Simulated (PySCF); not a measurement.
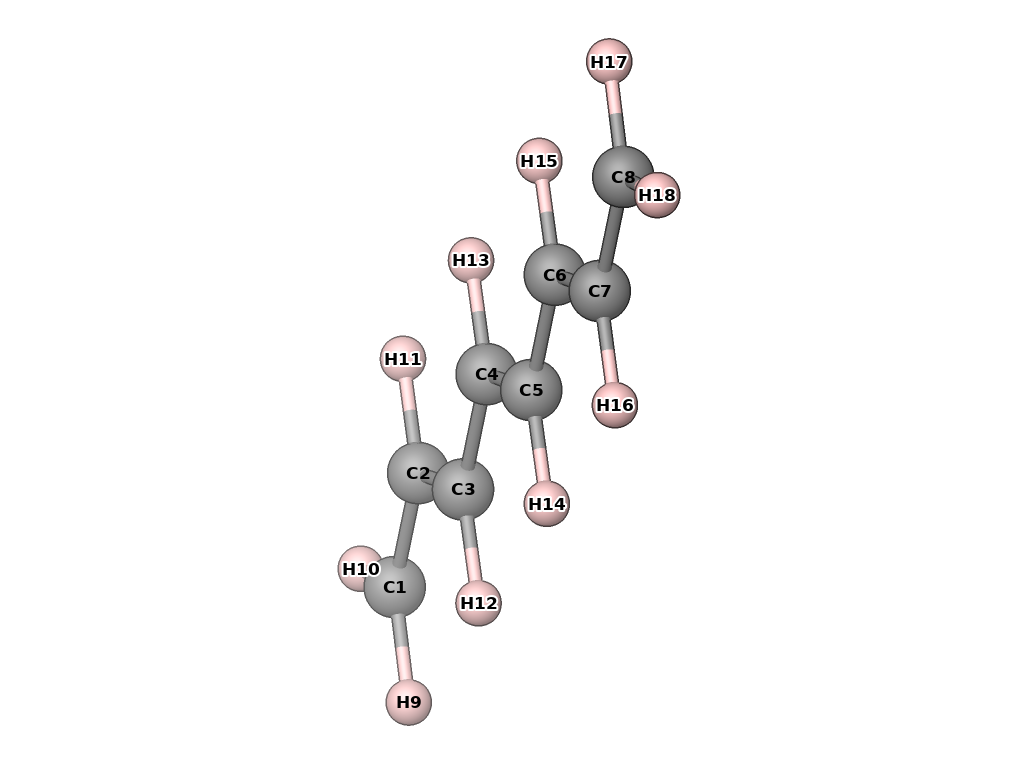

C6 lies behind C7. The molecule seen a little off the C7–C6 bond, C7 in front. Distant atoms are faded towards the background colour. The computed structure is the end point of a PBE0-D3(BJ)/def2-SVP optimisation. No frequency run is at hand to confirm it as a minimum.

Q: What is the torsion angle C8–C7–C6–C5? The sign is positive where the front bond must turn clockwise to cover the back bond.

A: 180°, antiperiplanar (anti).
